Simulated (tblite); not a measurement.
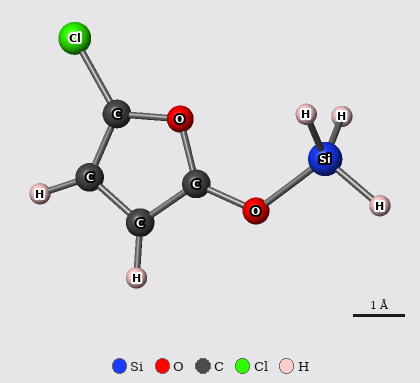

The starting structure (ball-and-stick view, seen at a tilt). Bond lengths as drawn: C–C 1.36 to 1.40 Å, C–Cl 1.75 Å, C–H 1.08 to 1.09 Å, C–O 1.33 to 1.37 Å, H–Si 1.47 to 1.49 Å and O–Si 1.76 Å.

**Geometry relaxation of C$_{4}$H$_{5}$ClO$_{2}$Si (part 1 of 3)**

The run: geometry relaxation of C$_{4}$H$_{5}$ClO$_{2}$Si, SMILES [SiH3]Oc1ccc(Cl)o1. Method and program: GFN2-xTB geometry optimisation, gas phase (tblite 0.8.0).

It belongs to a series of runs on one base structure; here: Br replaced by Cl.

**Input**
```
{"job": {"kind": "relax", "xc": "GFN2-xTB", "basis": "xTB"}, "charge": 0, "multiplicity": 1}
Si     2.631700     0.343400    -0.044100
O      1.287800    -0.778500    -0.259300
C     -0.009200    -0.382900    -0.088800
C     -1.111000    -1.226300    -0.252800
C     -2.252900    -0.465900    -0.000500
C     -1.815200     0.797000     0.268800
Cl    -2.852100     2.156400     0.638700
O     -0.479300     0.822700     0.218600
H      2.410100     1.472500    -0.950900
H      3.843100    -0.422900    -0.354300
H      2.665700     0.851900     1.351700
H     -1.068600    -2.290500    -0.495200
H     -3.254600    -0.876400    -0.049500
```

The first line tells a small driver script what to run in tblite; the rest is the geometry in Å.

Command:
```bash
OMP_NUM_THREADS=1 python <driver script> task.json out
```

**The program's output**
```
step      E/eV     max force
  0    -695.58139    2.654
  1    -695.81964    1.651
  2    -695.90252    0.846
  3    -695.96659    0.807
  4    -695.99815    0.606
  5    -696.02092    0.365
  6    -696.03413    0.375
  7    -696.05803    0.406
  8    -696.07122    0.350
  9    -696.08078    0.272
 10    -696.08569    0.176
 11    -696.08900    0.162
 12    -696.09227    0.186
 13    -696.09490    0.163
 14    -696.09680    0.103
 15    -696.09815    0.081
 16    -696.09902    0.074
 17    -696.09956    0.066
 18    -696.09993    0.071
 19    -696.10028    0.068
 20    -696.10059    0.042
 21    -696.10079    0.034
 22    -696.10089    0.026
 23    -696.10096    0.033
 24    -696.10106    0.034
 25    -696.10124    0.048
 26    -696.10153    0.053
 27    -696.10193    0.055
 28    -696.10235    0.056
 29    -696.10270    0.044
 30    -696.10293    0.046
 31    -696.10313    0.049
 32    -696.10338    0.050
 33    -696.10372    0.059
 34    -696.10411    0.066
 35    -696.10440    0.060
 36    -696.10454    0.034
 37    -696.10458    0.016
 38    -696.10461    0.014
 39    -696.10464    0.017
 40    -696.10466    0.017
 41    -696.10469    0.015
 42    -696.10471    0.012
 43    -696.10472    0.013
 44    -696.10473    0.011
 45    -696.10474    0.005
```

**Trajectory as extended XYZ (Å, eV, eV/Å), 46 frames, from step=0 to step=45**
```
13
Properties=species:S:1:pos:R:3:forces:R:3 step=0 energy=-695.58139
Si    2.6317    0.3434   -0.0441   -1.0690  -0.6690   0.1080
O     1.2878   -0.7785   -0.2593   -0.0530   2.4760   0.6960
C    -0.0092   -0.3829   -0.0888   -0.4350  -2.5210  -0.7080
C    -1.1110   -1.2263   -0.2528    1.5180  -0.7640  -0.0790
C    -2.2529   -0.4659   -0.0005   -0.7720  -0.2920  -0.1330
C    -1.8152    0.7970    0.2688   -1.2320  -0.3380   0.0470
Cl   -2.8521    2.1564    0.6387    0.9990  -0.4770  -0.1480
O    -0.4793    0.8227    0.2186    1.3560   1.8560   0.3570
H     2.4101    1.4725   -0.9509   -0.0250  -0.1280   0.0050
H     3.8431   -0.4229   -0.3543   -0.4470  -0.0860  -0.0110
H     2.6657    0.8519    1.3517   -0.1350  -0.2510  -0.3600
H    -1.0686   -2.2905   -0.4952   -0.0070   0.7170   0.1360
H    -3.2546   -0.8764   -0.0495    0.3030   0.4770   0.0910
13
Properties=species:S:1:pos:R:3:forces:R:3 step=1 energy=-695.81964
Si    2.6164    0.3339   -0.0426   -0.7790  -0.2490   0.0670
O     1.2870   -0.7432   -0.2493   -0.0640   1.5800   0.4730
C    -0.0154   -0.4189   -0.0990    0.3390   0.1740  -0.0540
C    -1.0893   -1.2372   -0.2539   -0.1860  -0.2400   0.0750
C    -2.2639   -0.4701   -0.0024    0.6760  -0.0590  -0.1250
C    -1.8328    0.7922    0.2694    0.0580  -0.3710  -0.0330
Cl   -2.8378    2.1496    0.6366    0.7750  -0.3210  -0.1020
O    -0.4599    0.8492    0.2237   -0.0260  -0.2050  -0.0720
H     2.4098    1.4706   -0.9509   -0.0020  -0.1780   0.0470
H     3.8367   -0.4241   -0.3544   -0.5120  -0.1000  -0.0050
H     2.6638    0.8483    1.3465   -0.1280  -0.2340  -0.2940
H    -1.0687   -2.2803   -0.4932    0.0640   0.0110  -0.0230
H    -3.2503   -0.8696   -0.0482   -0.2150   0.1910   0.0470
13
Properties=species:S:1:pos:R:3:forces:R:3 step=2 energy=-695.90252
Si    2.5991    0.3272   -0.0411   -0.2750   0.1380   0.0380
O     1.2857   -0.7070   -0.2386   -0.0290   0.8010   0.2710
C    -0.0110   -0.4246   -0.1024   -0.1530   0.6150   0.1150
C    -1.0872   -1.2441   -0.2529    0.1110   0.1040   0.0960
C    -2.2548   -0.4721   -0.0050    0.0610  -0.3910  -0.1390
C    -1.8360    0.7845    0.2690    0.5530  -0.0410   0.0010
Cl   -2.8208    2.1424    0.6343    0.6080  -0.1870  -0.0640
O    -0.4557    0.8521    0.2236   -0.3020  -0.5230  -0.1340
H     2.4096    1.4671   -0.9500    0.0060  -0.1610   0.0460
H     3.8262   -0.4262   -0.3546   -0.5700  -0.1010   0.0020
H     2.6611    0.8434    1.3401   -0.1220  -0.1880  -0.1870
H    -1.0676   -2.2776   -0.4932    0.0660  -0.3040  -0.0900
H    -3.2529   -0.8646   -0.0471    0.0470   0.2390   0.0430
13
Properties=species:S:1:pos:R:3:forces:R:3 step=3 energy=-695.96659
Si    2.5781    0.3245   -0.0388    0.4970   0.6350   0.0190
O     1.2840   -0.6568   -0.2231   -0.4010  -0.2160   0.0220
C    -0.0135   -0.4205   -0.1038   -0.1060   0.7410   0.1970
C    -1.0785   -1.2481   -0.2501   -0.0770  -0.1430  -0.0160
C    -2.2501   -0.4841   -0.0106    0.2040   0.0910   0.0140
C    -1.8280    0.7777    0.2690    0.3700  -0.4200  -0.1100
Cl   -2.7919    2.1317    0.6308    0.3760   0.0590   0.0040
O    -0.4564    0.8465    0.2214   -0.2990  -0.3160  -0.0800
H     2.4096    1.4605   -0.9484    0.0130  -0.0430  -0.0140
H     3.8040   -0.4303   -0.3546   -0.5650  -0.1240  -0.0030
H     2.6559    0.8348    1.3304   -0.0950  -0.0780   0.0330
H    -1.0653   -2.2814   -0.4950    0.1230  -0.2850  -0.0790
H    -3.2525   -0.8540   -0.0450   -0.0410   0.1000   0.0130
13
Properties=species:S:1:pos:R:3:forces:R:3 step=4 energy=-695.99815
Si    2.5778    0.3330   -0.0376    0.3680   0.4820  -0.0080
O     1.2767   -0.6404   -0.2166   -0.0950  -0.3140  -0.0280
C    -0.0157   -0.4098   -0.1019   -0.2940   0.2010   0.0960
C    -1.0759   -1.2530   -0.2495    0.0720   0.0210  -0.0090
C    -2.2449   -0.4864   -0.0123   -0.0690  -0.2470  -0.0340
C    -1.8210    0.7677    0.2671    0.1250  -0.0380  -0.0220
Cl   -2.7750    2.1285    0.6295    0.3090   0.0950   0.0150
O    -0.4600    0.8415    0.2197   -0.1070   0.0190  -0.0040
H     2.4098    1.4574   -0.9480    0.0090   0.0950  -0.1010
H     3.7870   -0.4337   -0.3547   -0.4480  -0.1750  -0.0280
H     2.6525    0.8304    1.3272   -0.0690   0.0030   0.1820
H    -1.0625   -2.2863   -0.4966    0.1490  -0.2430  -0.0660
H    -3.2531   -0.8485   -0.0440    0.0500   0.1000   0.0080
13
Properties=species:S:1:pos:R:3:forces:R:3 step=5 energy=-696.02092
Si    2.5819    0.3478   -0.0368   -0.0290   0.1690   0.0020
O     1.2703   -0.6296   -0.2109    0.1470  -0.1950  -0.0280
C    -0.0232   -0.3997   -0.0992    0.0680  -0.2050  -0.0080
C    -1.0723   -1.2565   -0.2490    0.0280  -0.1740  -0.0700
C    -2.2414   -0.4948   -0.0149   -0.1190  -0.0690   0.0200
C    -1.8143    0.7597    0.2655   -0.2260  -0.0090  -0.0100
Cl   -2.7534    2.1271    0.6286    0.1990   0.1570   0.0330
O    -0.4640    0.8393    0.2185    0.0550   0.2520   0.0520
H     2.4101    1.4571   -0.9501    0.0020   0.2490  -0.1960
H     3.7636   -0.4406   -0.3555   -0.2650  -0.2420  -0.0650
H     2.6482    0.8267    1.3283   -0.0410   0.0790   0.2880
H    -1.0570   -2.2946   -0.4993    0.1800  -0.0370  -0.0130
H    -3.2529   -0.8416   -0.0430    0.0010   0.0240  -0.0060
13
Properties=species:S:1:pos:R:3:forces:R:3 step=6 energy=-696.03413
Si    2.5829    0.3581   -0.0362   -0.2000   0.0450   0.0340
O     1.2693   -0.6264   -0.2082    0.2190  -0.1040  -0.0210
C    -0.0248   -0.3967   -0.0977    0.1000  -0.3580  -0.0500
C    -1.0706   -1.2618   -0.2500    0.0680   0.0230  -0.0250
C    -2.2409   -0.4994   -0.0157   -0.0470  -0.0540   0.0170
C    -1.8142    0.7546    0.2643   -0.2360   0.0620   0.0050
Cl   -2.7387    2.1290    0.6286    0.1190   0.1810   0.0410
O    -0.4657    0.8414    0.2186    0.0720   0.1400   0.0320
H     2.4103    1.4611   -0.9545    0.0020   0.2790  -0.2000
H     3.7469   -0.4483   -0.3570   -0.1840  -0.2540  -0.0760
H     2.6452    0.8260    1.3334   -0.0310   0.0970   0.2630
H    -1.0510   -2.2996   -0.5009    0.1810  -0.0250  -0.0080
H    -3.2531   -0.8376   -0.0425   -0.0630  -0.0310  -0.0140
13
Properties=species:S:1:pos:R:3:forces:R:3 step=7 energy=-696.05803
Si    2.5801    0.3814   -0.0338   -0.3610  -0.1160   0.0760
O     1.2715   -0.6221   -0.2030    0.1780   0.0420  -0.0110
C    -0.0259   -0.3971   -0.0954    0.2840  -0.2840  -0.0580
C    -1.0653   -1.2694   -0.2519    0.0580  -0.0120  -0.0210
C    -2.2389   -0.5099   -0.0172   -0.0930   0.0250   0.0220
C    -1.8173    0.7451    0.2618   -0.0750   0.1900   0.0270
Cl   -2.7054    2.1375    0.6298   -0.0450   0.1960   0.0510
O    -0.4688    0.8453    0.2187    0.0800  -0.2190  -0.0350
H     2.4108    1.4756   -0.9679    0.0090   0.2320  -0.1130
H     3.7071   -0.4704   -0.3619   -0.1000  -0.2000  -0.0680
H     2.6381    0.8266    1.3497   -0.0180   0.1070   0.1200
H    -1.0342   -2.3116   -0.5046    0.1530   0.1580   0.0410
H    -3.2560   -0.8307   -0.0420   -0.0700  -0.1210  -0.0300
13
Properties=species:S:1:pos:R:3:forces:R:3 step=8 energy=-696.07122
Si    2.5739    0.3950   -0.0310   -0.2790  -0.1320   0.0550
O     1.2753   -0.6211   -0.2006    0.1480   0.0750  -0.0150
C    -0.0215   -0.4008   -0.0946    0.0710  -0.2440  -0.0550
C    -1.0614   -1.2755   -0.2538    0.0140   0.2170   0.0510
C    -2.2403   -0.5156   -0.0175    0.1050   0.1200   0.0180
C    -1.8200    0.7427    0.2607    0.0430   0.0580  -0.0040
Cl   -2.6862    2.1468    0.6315   -0.1050   0.1730   0.0470
O    -0.4697    0.8434    0.2180    0.1010  -0.3310  -0.0540
H     2.4113    1.4888   -0.9781    0.0180   0.1230   0.0100
H     3.6804   -0.4876   -0.3661   -0.1180  -0.1010  -0.0370
H     2.6334    0.8291    1.3622   -0.0200   0.0980  -0.0120
H    -1.0210   -2.3160   -0.5062    0.1160   0.1160   0.0330
H    -3.2586   -0.8286   -0.0423   -0.0930  -0.1700  -0.0370
13
Properties=species:S:1:pos:R:3:forces:R:3 step=9 energy=-696.08078
Si    2.5658    0.4034   -0.0283   -0.1050  -0.0620   0.0180
O     1.2809   -0.6211   -0.1996   -0.0400   0.0220  -0.0240
C    -0.0180   -0.4081   -0.0948    0.1080  -0.0460  -0.0220
C    -1.0586   -1.2761   -0.2544   -0.0730   0.0360   0.0260
C    -2.2396   -0.5171   -0.0172   -0.0190   0.0600  -0.0050
C    -1.8213    0.7413    0.2596    0.1690   0.1080   0.0110
Cl   -2.6742    2.1573    0.6338   -0.0740   0.0660   0.0190
O    -0.4681    0.8367    0.2168    0.0810  -0.2580  -0.0330
H     2.4121    1.5009   -0.9854    0.0230   0.0060   0.1280
H     3.6581   -0.5020   -0.3699   -0.1460  -0.0070  -0.0060
H     2.6296    0.8331    1.3716   -0.0270   0.0830  -0.1180
H    -1.0090   -2.3173   -0.5067    0.0600   0.1360   0.0410
H    -3.2619   -0.8305   -0.0432    0.0440  -0.1440  -0.0360
13
Properties=species:S:1:pos:R:3:forces:R:3 step=10 energy=-696.08569
Si    2.5606    0.4043   -0.0270    0.0070   0.0120  -0.0080
O     1.2829   -0.6225   -0.2005   -0.0380  -0.0500  -0.0370
C    -0.0139   -0.4132   -0.0956   -0.0970   0.0020  -0.0030
C    -1.0591   -1.2757   -0.2543   -0.0680   0.0580   0.0350
C    -2.2408   -0.5160   -0.0169    0.0590   0.1000  -0.0020
C    -1.8194    0.7441    0.2596    0.1340  -0.0240  -0.0100
Cl   -2.6733    2.1630    0.6352   -0.0080  -0.0040  -0.0010
O    -0.4653    0.8297    0.2159    0.0870  -0.0670   0.0060
H     2.4128    1.5060   -0.9856    0.0190  -0.0440   0.1690
H     3.6487   -0.5073   -0.3714   -0.1500   0.0200   0.0050
H     2.6280    0.8368    1.3731   -0.0350   0.0720  -0.1410
H    -1.0035   -2.3141   -0.5058    0.0220   0.0360   0.0170
H    -3.2621   -0.8348   -0.0444    0.0680  -0.1110  -0.0300
13
Properties=species:S:1:pos:R:3:forces:R:3 step=11 energy=-696.08900
Si    2.5571    0.4043   -0.0264    0.0420   0.0340  -0.0190
O     1.2837   -0.6241   -0.2018   -0.0810  -0.0940  -0.0420
C    -0.0134   -0.4167   -0.0963   -0.0520   0.0450   0.0090
C    -1.0605   -1.2742   -0.2536   -0.0550  -0.0240   0.0110
C    -2.2405   -0.5132   -0.0167    0.0050   0.0360  -0.0100
C    -1.8160    0.7456    0.2595    0.0850   0.0080   0.0050
Cl   -2.6734    2.1661    0.6360    0.0520  -0.0600  -0.0170
O    -0.4617    0.8247    0.2156    0.0590   0.0840   0.0340
H     2.4135    1.5081   -0.9824    0.0110  -0.0390   0.1570
H     3.6412   -0.5097   -0.3722   -0.1240   0.0120   0.0040
H     2.6265    0.8404    1.3711   -0.0380   0.0710  -0.1150
H    -1.0002   -2.3112   -0.5048   -0.0110  -0.0150   0.0060
H    -3.2608   -0.8395   -0.0457    0.1070  -0.0600  -0.0220
13
Properties=species:S:1:pos:R:3:forces:R:3 step=12 energy=-696.09227
Si    2.5537    0.4053   -0.0259    0.0140  -0.0040  -0.0220
O     1.2829   -0.6265   -0.2035   -0.0380  -0.1030  -0.0420
C    -0.0132   -0.4195   -0.0969   -0.0540   0.0520   0.0170
C    -1.0628   -1.2734   -0.2526    0.0140  -0.0480  -0.0060
C    -2.2400   -0.5104   -0.0169    0.0080   0.0150  -0.0060
C    -1.8110    0.7474    0.2596    0.0000  -0.0020   0.0100
Cl   -2.6712    2.1681    0.6363    0.0850  -0.0790  -0.0240
O    -0.4571    0.8212    0.2159    0.0310   0.1770   0.0470
H     2.4145    1.5098   -0.9764   -0.0030   0.0020   0.1080
H     3.6300   -0.5127   -0.3731   -0.0700  -0.0140  -0.0050
H     2.6240    0.8455    1.3671   -0.0390   0.0760  -0.0600
H    -0.9966   -2.3089   -0.5039   -0.0430  -0.0610  -0.0050
H    -3.2576   -0.8452   -0.0474    0.0960  -0.0110  -0.0130
13
Properties=species:S:1:pos:R:3:forces:R:3 step=13 energy=-696.09490
Si    2.5500    0.4068   -0.0257   -0.0300  -0.0580  -0.0160
O     1.2817   -0.6294   -0.2053   -0.0210  -0.0800  -0.0350
C    -0.0140   -0.4208   -0.0969    0.0130   0.0460   0.0180
C    -1.0639   -1.2737   -0.2519    0.0620  -0.0370  -0.0150
C    -2.2388   -0.5081   -0.0173    0.0180  -0.0260  -0.0050
C    -1.8065    0.7483    0.2597   -0.0470   0.0120   0.0170
Cl   -2.6657    2.1688    0.6363    0.0770  -0.0590  -0.0190
O    -0.4527    0.8206    0.2168   -0.0070   0.1590   0.0370
H     2.4153    1.5122   -0.9698   -0.0170   0.0490   0.0520
H     3.6165   -0.5169   -0.3743   -0.0070  -0.0410  -0.0150
H     2.6206    0.8513    1.3632   -0.0390   0.0790  -0.0070
H    -0.9934   -2.3086   -0.5033   -0.0640  -0.0700  -0.0070
H    -3.2533   -0.8500   -0.0491    0.0640   0.0260  -0.0050
13
Properties=species:S:1:pos:R:3:forces:R:3 step=14 energy=-696.09680
Si    2.5464    0.4073   -0.0257   -0.0570  -0.0860  -0.0060
O     1.2803   -0.6327   -0.2071    0.0110  -0.0370  -0.0230
C    -0.0142   -0.4207   -0.0965    0.0340   0.0340   0.0140
C    -1.0636   -1.2744   -0.2515    0.0860  -0.0120  -0.0150
C    -2.2371   -0.5070   -0.0178    0.0370  -0.0380  -0.0010
C    -1.8037    0.7488    0.2599   -0.0510  -0.0020   0.0130
Cl   -2.6594    2.1687    0.6360    0.0390  -0.0140  -0.0060
O    -0.4498    0.8224    0.2180   -0.0230   0.0680   0.0130
H     2.4156    1.5154   -0.9641   -0.0280   0.0710   0.0170
H     3.6050   -0.5215   -0.3756    0.0390  -0.0570  -0.0210
H     2.6170    0.8573    1.3603   -0.0400   0.0720   0.0170
H    -0.9917   -2.3100   -0.5031   -0.0700  -0.0400  -0.0010
H    -3.2492   -0.8531   -0.0505    0.0230   0.0420   0.0000
```
